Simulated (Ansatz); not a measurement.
# Run report: AlSi2H7O2, geometry relaxation (part 1 of 2)

The run: geometry relaxation of AlSi2H7O2. Method and program: RKS PBE/6-31G (Ansatz 0.2.0).

It belongs to a series of runs on one base structure; here: start relaxed. Figures and captions count atoms from 1; the log counts them from 0 in places.

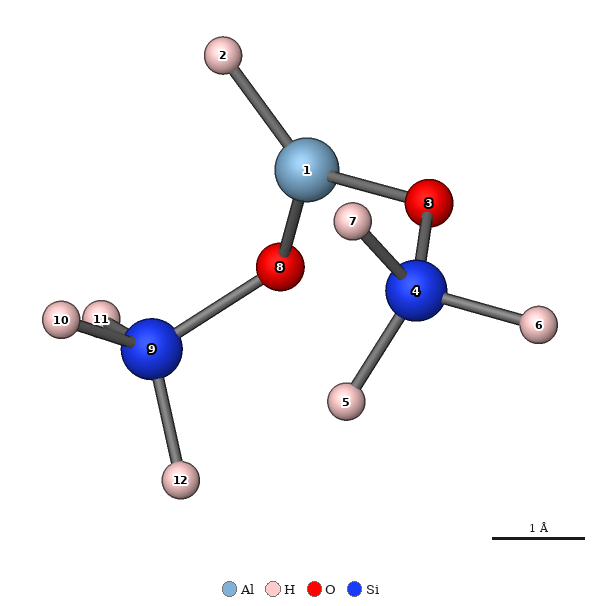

Fig. 1: The structure as given in the input (ball-and-stick view, seen at a tilt; atoms are numbered from 1 in the order of the input). Sticks mark near contacts. Bond lengths as drawn: Al–H 1.56 Å, Al–O 1.78 Å, H–Si 1.46 Å and O–Si 1.68 Å.

Input:
```yaml
crystal:
  periodic: [false, false, false]
  atoms:
    - { symbol: Al, position_ang: [0.0, 0.0, 0.0] }
    - { symbol: H, position_ang: [0.0, 0.0, 1.56] }
    - { symbol: O, position_ang: [1.5415, 0.0, -0.89] }
    - { symbol: Si, position_ang: [2.3874, -1.376, -1.352] }
    - { symbol: H, position_ang: [1.4599, -2.3514, -1.9176] }
    - { symbol: H, position_ang: [3.3882, -1.0195, -2.3535] }
    - { symbol: H, position_ang: [3.0504, -1.9546, -0.187] }
    - { symbol: O, position_ang: [-1.5415, 0.0, -0.89] }
    - { symbol: Si, position_ang: [-2.6907, -1.2238, -0.8267] }
    - { symbol: H, position_ang: [-2.2881, -2.2198, 0.162] }
    - { symbol: H, position_ang: [-3.9833, -0.6595, -0.4496] }
    - { symbol: H, position_ang: [-2.8007, -1.8572, -2.1376] }
basis:
  gaussian: { orbitals: "6-31G" }
hamiltonian:
  xc: pbe
relax:
  f_tol: 0.02
  max_steps: 40
output:
  orbitals: {}
```

Hardware: 1 thread of AMD EPYC (Zen 5), 32 GiB of memory available, shared host.

Run as:
```bash
ansatz run input.yaml --threads 1 --pin off --max-ram 2048MiB --backend cpu --events-out ev --progress --plain --runs-dir out
```

Output:
```
The last accepted step is kept in [file] (removed where the run ends without a failure and the disk answers)
Engine: ansatz 0.2.0, x86_64-unknown-linux-gnu
Functional definition: PBE
  parameter kappa = 0.804
  parameter beta = 0.06672455060314922
  exchange = pbe_x(kappa = kappa, mu = beta*pi^2/3)
  correlation = pbe_c(beta = beta)
866 factors; integrals over basis functions are off by at most 1.5e-4 eV
mean field evaluation 1: about -26528.0501 eV, gradient 8.5e1 eV
mean field evaluation 2: about -26395.6661 eV, gradient 2.4e2 eV
mean field evaluation 4: about -26541.4812 eV, gradient 7.8e0 eV
mean field evaluation 8: about -26541.7146 eV, gradient 3.2e-1 eV
mean field evaluation 16: about -26541.7148 eV, gradient 3.3e-5 eV
mean field -26541.71483630 eV, -975.3900296135 hartree, gradient 3.3e-5 eV, S^2 0.000000; 0 other end points of the search recorded, 0 dependent functions left out
the calculation of the forces begins
reference -26541.71489237 eV, -975.3900316740 hartree; 32, 32 occupied and 39, 39 virtual orbitals, 866 factors
relax step   1: F+E_penalty+E_count = -26541.71483630 eV  Δ(F+E_penalty+E_count) = +0.000e0 eV  max|allowed force component| = 2.001e0 eV/Å  Δτ_max = 0.0000 Å  (25 SCF iters, accepted)
these checks for a lower state are left out or cut short: starts, cluster_reference, orbital_swaps, neighbouring_geometries, increment
866 factors; integrals over basis functions are off by at most 1.6e-4 eV
mean field -26542.10993377 eV, -975.4045491778 hartree, gradient 9.7e-6 eV, S^2 0.000000; 0 other end points of the search recorded, 0 dependent functions left out
[... from here on the field's lines of each further geometry are left out, up to the last ...]
relax step   2: F+E_penalty+E_count = -26542.10993377 eV  Δ(F+E_penalty+E_count) = -3.951e-1 eV  max|allowed force component| = 9.822e-1 eV/Å  Δτ_max = 0.1307 Å  (27 SCF iters, accepted)
relax step   3: F+E_penalty+E_count = -26542.25271843 eV  Δ(F+E_penalty+E_count) = -1.428e-1 eV  max|allowed force component| = 4.708e-1 eV/Å  Δτ_max = 0.1997 Å  (27 SCF iters, accepted)
relax step   4: F+E_penalty+E_count = -26542.36872882 eV  Δ(F+E_penalty+E_count) = -1.160e-1 eV  max|allowed force component| = 3.629e-1 eV/Å  Δτ_max = 0.1952 Å  (27 SCF iters, accepted)
relax step   5: F+E_penalty+E_count = -26542.47383052 eV  Δ(F+E_penalty+E_count) = -1.051e-1 eV  max|allowed force component| = 3.582e-1 eV/Å  Δτ_max = 0.1996 Å  (26 SCF iters, accepted)
relax step   6: F+E_penalty+E_count = -26542.55846434 eV  Δ(F+E_penalty+E_count) = -8.463e-2 eV  max|allowed force component| = 2.110e-1 eV/Å  Δτ_max = 0.1997 Å  (26 SCF iters, accepted)
relax step   7: F+E_penalty+E_count = -26542.61632719 eV  Δ(F+E_penalty+E_count) = -5.786e-2 eV  max|allowed force component| = 1.302e-1 eV/Å  Δτ_max = 0.1999 Å  (27 SCF iters, accepted)
relax step   8: F+E_penalty+E_count = -26542.64348009 eV  Δ(F+E_penalty+E_count) = -2.715e-2 eV  max|allowed force component| = 5.011e-2 eV/Å  Δτ_max = 0.2000 Å  (27 SCF iters, accepted)
relax step   9: F+E_penalty+E_count = -26542.64550251 eV  Δ(F+E_penalty+E_count) = -2.022e-3 eV  max|allowed force component| = 9.900e-2 eV/Å  Δτ_max = 0.0556 Å  (28 SCF iters, accepted)
relax step  10: F+E_penalty+E_count = -26542.64631715 eV  Δ(F+E_penalty+E_count) = -8.146e-4 eV  max|allowed force component| = 5.654e-3 eV/Å  Δτ_max = 0.0238 Å  (22 SCF iters, accepted)
relax step  11: F+E_penalty+E_count = -26542.64644781 eV  Δ(F+E_penalty+E_count) = -1.307e-4 eV  max|allowed force component| = 1.912e-2 eV/Å  Δτ_max = 0.0214 Å  (21 SCF iters, accepted)
relax step  12: F+E_penalty+E_count = -26542.64619638 eV  Δ(F+E_penalty+E_count) = +2.514e-4 eV  max|allowed force component| = 2.852e-2 eV/Å  Δτ_max = 0.0216 Å  (21 SCF iters, rejected (line search))
relax step  13: F+E_penalty+E_count = -26542.64651277 eV  Δ(F+E_penalty+E_count) = -6.496e-5 eV  max|allowed force component| = 1.104e-2 eV/Å  Δτ_max = 0.0105 Å  (20 SCF iters, accepted)
relax step  14: F+E_penalty+E_count = -26542.64649362 eV  Δ(F+E_penalty+E_count) = +1.915e-5 eV  max|allowed force component| = 2.668e-2 eV/Å  Δτ_max = 0.0300 Å  (21 SCF iters, rejected (line search))
the calculation of the forces begins
reference -26542.64664849 eV, -975.4242730800 hartree; 32, 32 occupied and 39, 39 virtual orbitals, 866 factors
relax step  15: F+E_penalty+E_count = -26542.64659302 eV  Δ(F+E_penalty+E_count) = -8.025e-5 eV  max|allowed force component| = 7.053e-3 eV/Å  Δτ_max = 0.0146 Å  (21 SCF iters, accepted)
```

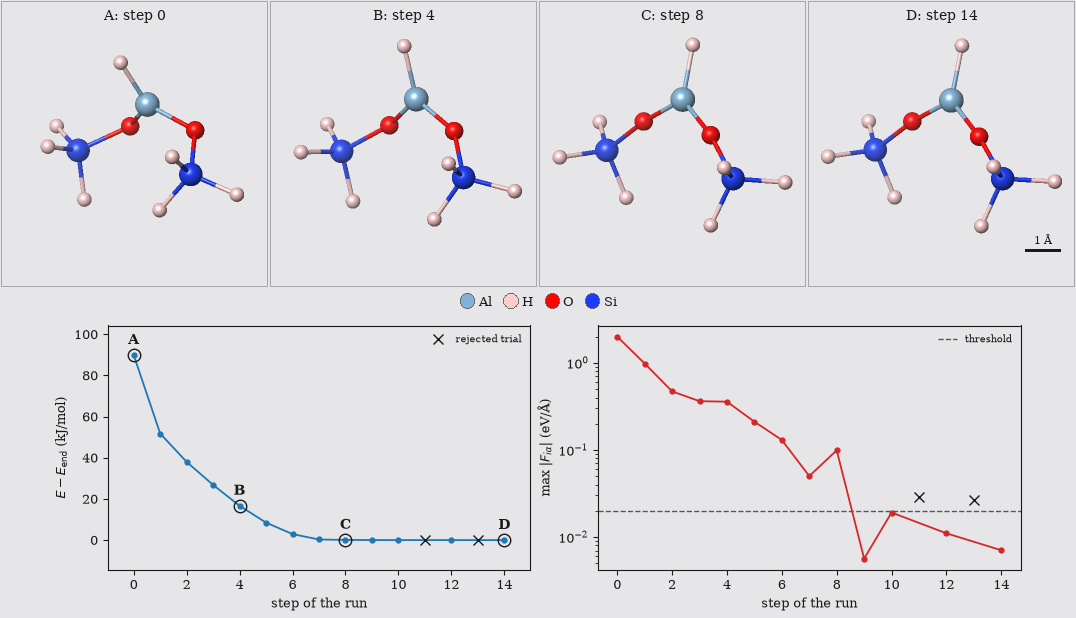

Fig. 2: Frames of the relaxation (ball-and-stick view, seen at an oblique angle) above the curves, on which the letters mark them (the first geometry is step 0 here and step 1 in the log).

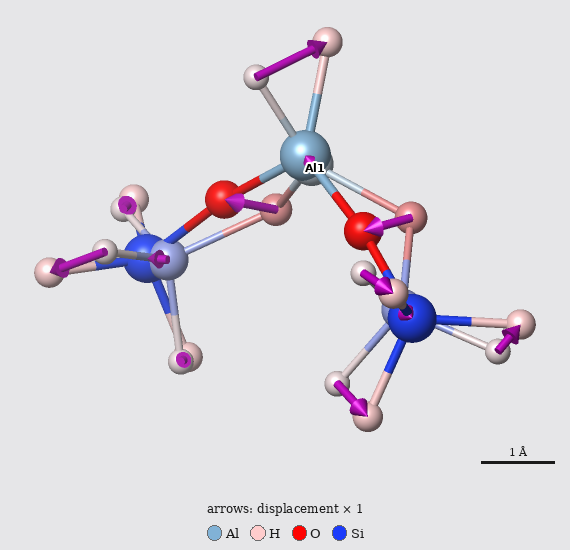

Fig. 3: Start (faint) and end (solid) with the displacements as pink arrows, at true length (ball-and-stick view, seen at an oblique angle). The two geometries are laid on each other by the best rigid fit. The largest move after the best rigid fit is that of H2, 1.21 Å. By element the largest moves are H 1.21 Å, O 0.90 Å, Si 0.34 Å, Al 0.18 Å. Distances before and after: Al1–O3 1.780 → 1.719 Å, Si4–H5 1.460 → 1.519 Å, Al1–H2 1.560 → 1.597 Å, O3–Si4 1.680 → 1.710 Å. Among the angles that change: Al1–O3–Si4 125.0° → 172.4°. After 14 geometry steps the energy has fallen by 89.9 kJ/mol. Largest force component: 2 eV/Å at the start, 0.0071 eV/Å at the end. The line search rejected the trial steps at points 11, 13 (counted from 0) and went back. (Atoms are counted from 1 in the order of the input.)

```
866 factors; integrals over basis functions are off by at most 1.7e-4 eV
mean field -26542.64659302 eV, -975.4242710413 hartree, gradient 1.6e-5 eV, S^2 0.000000; 1 other end points of the search recorded, 0 dependent functions left out
the calculation of the forces begins
reference -26542.64664849 eV, -975.4242730800 hartree; 32, 32 occupied and 39, 39 virtual orbitals, 866 factors
Total energy: -26542.64664849 eV, -975.4242730800 hartree
Atom 0 at     0.017575    -0.028511     0.179855 Å, force    -0.004442     0.002580     0.002732 eV/Å
Atom 1 at     0.179206     1.137049     1.259035 Å, force    -0.000582    -0.002501    -0.001750 eV/Å
Atom 2 at     1.421810    -0.684477    -0.563698 Å, force    -0.000150    -0.001983    -0.003716 eV/Å
Atom 3 at     2.677017    -1.473522    -1.414749 Å, force    -0.001577    -0.002648     0.004860 eV/Å
Atom 4 at     2.126176    -2.589848    -2.284868 Å, force     0.000179     0.002486    -0.000976 eV/Å
Atom 5 at     3.401811    -0.481384    -2.303720 Å, force    -0.000936    -0.000134     0.001039 eV/Å
Atom 6 at     3.666810    -2.072657    -0.434301 Å, force     0.000978     0.002326    -0.000910 eV/Å
Atom 7 at    -1.556488    -0.598518    -0.211302 Å, force     0.007053    -0.003315    -0.006713 eV/Å
Atom 8 at    -3.015323    -1.305653    -0.753880 Å, force     0.001029     0.001427     0.007041 eV/Å
Atom 9 at    -3.298339    -2.577608     0.023137 Å, force    -0.001231     0.001176    -0.000728 eV/Å
Atom 10 at    -4.165503    -0.339455    -0.546600 Å, force     0.000464    -0.000228    -0.001237 eV/Å
Atom 11 at    -2.931652    -1.647217    -2.230910 Å, force    -0.000786     0.000813     0.000357 eV/Å
Dipole moment:    -0.011773    -0.107549    -0.099840 e Å
```

Trajectory as extended XYZ (Å, eV, eV/Å), 9 of the 15 frames kept, from step=1 to step=15:
```
12
Properties=species:S:1:pos:R:3:forces:R:3 step=1 energy=-26541.71484
Al    0.0000    0.0000    0.0000    0.0901   0.7416  -1.1891
H     0.0000    0.0000    1.5600   -0.0079   0.0091   0.5773
O     1.5415    0.0000   -0.8900   -1.7354   1.0841   0.9998
Si    2.3874   -1.3760   -1.3520    0.8222  -0.1648  -0.4855
H     1.4599   -2.3514   -1.9176   -0.6402  -0.8922  -0.4382
H     3.3882   -1.0195   -2.3535    0.6737   0.1567  -0.6612
H     3.0504   -1.9546   -0.1870    0.5183  -0.5767   0.8160
O    -1.5415    0.0000   -0.8900    2.0012   0.9430   0.5220
Si   -2.6907   -1.2238   -0.8267   -0.8847  -0.1399  -0.3199
H    -2.2881   -2.2198    0.1620    0.2195  -0.9113   0.7797
H    -3.9833   -0.6595   -0.4496   -0.9358   0.2893   0.2660
H    -2.8007   -1.8572   -2.1376   -0.1209  -0.5389  -0.8668
12
Properties=species:S:1:pos:R:3:forces:R:3 step=3 energy=-26542.25272
Al    0.0136    0.0690    0.0825    0.0635   0.2125  -0.4708
H     0.0326    0.2652    1.6640   -0.0052   0.1065   0.0731
O     1.5096   -0.0779   -0.8175   -0.3176  -0.1482   0.3422
Si    2.4745   -1.3887   -1.3902    0.2193   0.0395  -0.1333
H     1.6005   -2.4677   -1.9942   -0.0655  -0.0828  -0.0779
H     3.4602   -0.9129   -2.4239    0.0410   0.0675  -0.0613
H     3.2291   -2.0206   -0.2416    0.0801  -0.0409   0.0831
O    -1.4909   -0.0951   -0.8020    0.2677  -0.1484   0.3947
Si   -2.7845   -1.2375   -0.8350   -0.2009   0.0207  -0.1115
H    -2.5317   -2.3469    0.1694   -0.0072  -0.0750   0.0704
H    -4.0980   -0.5789   -0.4945   -0.0740   0.0761   0.0152
H    -2.8918   -1.8699   -2.1990   -0.0013  -0.0273  -0.1240
```
